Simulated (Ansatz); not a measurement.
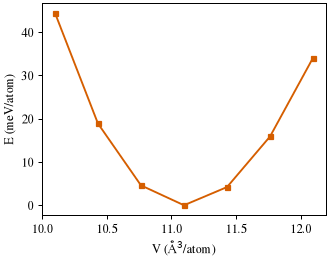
Figure: LaAlHO$_{2}$ in space group P4/mmm (No. 123; La on 1d, Al on 1a, O on 2f, H on 1b) under volume change, r²SCAN in the plane-wave PAW code Ansatz, shape and atoms relaxed at each volume.

Problem. What does a third-order Birch–Murnaghan fit give for V₀, B₀ and B′?

Solution. V₀ = 11.10 Å³/atom, B₀ = 138 GPa, B′ = 3.5.

The start of the workflow was typed in or built on a structure type; neither database checked (COD, Materials Project) lists it. Its standing as an ambient phase is unchecked. Symmetry was held in the r²SCAN relaxation; its stability against distortions is not shown here. Scalar-relativistic: spin–orbit coupling is off unless named, which matters more the heavier the elements.

Potentials: the earlier of the program's two PAW sets.
